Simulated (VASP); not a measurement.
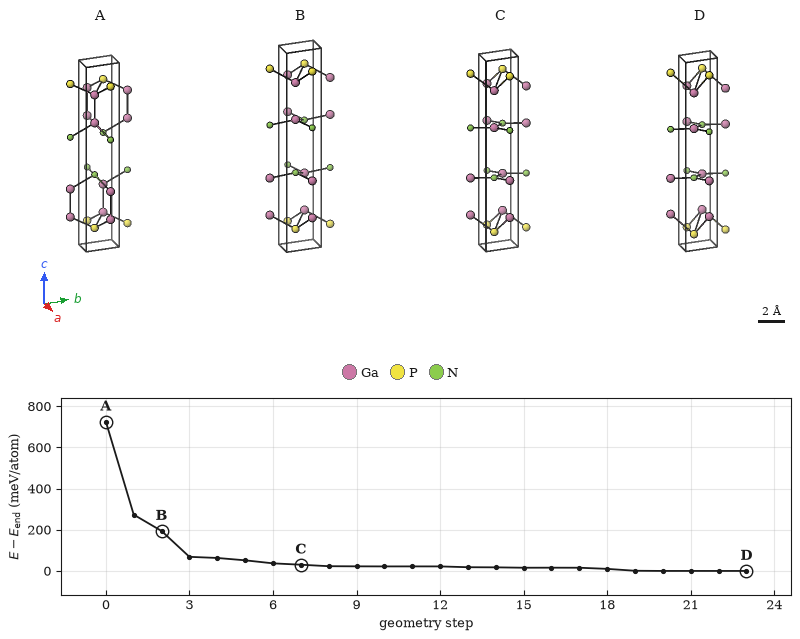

Frames of a relaxation of crystalline Ga2PN (a generated structure, set up in P-3m1), marked on the history of the run. The picture is a ball-and-stick view of the cell of the calculation, seen slightly off an axis.

The run lets cell and atoms move.

Level of theory: Kohn-Sham DFT of a periodic cell, PBE, VASP PAW PBE potentials, recommended (VASP 6.6.1).

Input file:
```
SYSTEM = Ga2PN
PREC = Normal
ENCUT = 520
EDIFF = 1E-4
ISMEAR = 0
SIGMA = 0.15
LREAL = .False.
LASPH = .True.
NELM = 60
ALGO = Fast
ISIF = 3
LWAVE = .False.
LCHARG = .False.
GGA = PE
IBRION = 2
NSW = 24
EDIFFG = -0.08
KPAR = 2
```

Launched with:
```bash
cat potpaw_PBE.64/Ga_d/POTCAR potpaw_PBE.64/P/POTCAR potpaw_PBE.64/N/POTCAR > POTCAR
mpirun -np 2 vasp_std > vasp.out
```

> What happens along the run?

The relaxation stopped without meeting its thresholds, so the last structure isn't shown to be converged. The largest moves relative to the cell, 0.72 Å, are those of Ga atoms. Largest moves by element: Ga 0.72 Å, P 0.56 Å, N 0.41 Å. The volume changes by −5.7 %, with a = b 3.398 → 3.259 Å (−4.1 %), c 14.836 → 15.208 Å (+2.5 %). Among the contacts that change: P–P 3.741 → 2.861 Å, Ga–Ga 2.255 → 2.880 Å, Ga–N 2.250 → 1.882 Å, Ga–P 2.176 → 2.518 Å. Among the angles between lasting bonds that change: P–Ga–P 102.7° → 80.6°, Ga–P–Ga 102.7° → 80.6°, N–Ga–N 98.1° → 120.0°. The space group stays P-3m1 (No. 164). Over 23 geometry steps the energy falls by 726 meV per atom. The largest force component goes from 5.8 to 0.5 eV/Å. Pressure: 6.45 GPa at the start and −0.86 GPa at the end. It ran on 2 threads of Intel(R) Xeon(R) Platinum 8375C CPU @ 2.90GHz (Ice Lake), with other jobs on the host. From step 0 to 2: Ga atoms move most (0.51 Å), volume +20.0 %, energy −531 meV per atom. From step 2 to 7: Ga atoms move most (0.23 Å), volume −18.1 %, energy −164 meV per atom. From step 7 to 23: P atoms move most (0.18 Å), volume −4.1 %, energy −30.3 meV per atom.

```tsv
step	E − E(0), meV/atom	largest force component, eV/Å	pressure, GPa	volume, Å³/atom
0	0.00	5.7760	6.45	18.545
1	-452.02	2.7084	-4.34	20.622
2	-531.40	1.0574	-8.51	22.250
3	-656.99	1.0405	2.34	19.176
4	-662.49	0.7065	0.01	19.632
5	-673.91	0.6262	-0.96	19.396
6	-688.62	0.4682	-2.33	18.698
7	-695.27	0.5075	-1.00	18.228
8	-702.53	0.8147	3.95	16.864
9	-703.18	0.7363	1.88	17.356
10	-703.58	0.7865	3.22	17.177
11	-703.47	0.7645	1.74	17.257
12	-703.55	0.7764	2.73	17.206
13	-707.47	0.7328	2.98	17.029
14	-708.09	0.6705	5.51	16.502
15	-709.93	0.6538	3.20	16.771
16	-709.73	0.6588	5.20	16.663
17	-709.94	0.6569	3.45	16.732
18	-715.47	0.6289	2.63	16.877
19	-724.70	0.5366	0.10	17.316
20	-725.56	0.4951	-1.66	17.522
21	-725.53	0.5063	-0.18	17.468
22	-725.57	0.5009	-1.69	17.504
23	-725.56	0.4997	-0.86	17.486
```
